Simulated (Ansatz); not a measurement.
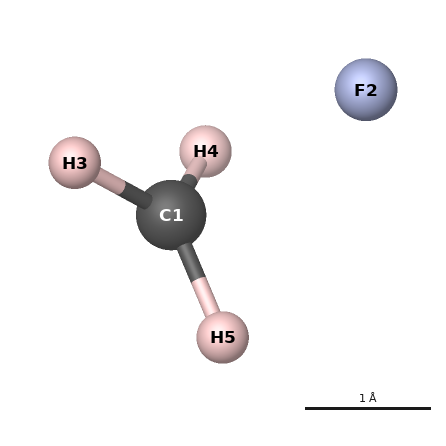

(Drawn from a calculation with Ansatz.)

The atoms are numbered. The species has charge +1 and is a spin doublet. Geometry: a fixed input geometry, not necessarily a minimum.

Which atoms are bonded, and how long are the bonds?

| bond | length (Å) |
| --- | --- |
| C1–H3 | 1.085 |
| C1–H4 | 1.086 |
| C1–H5 | 1.086 |
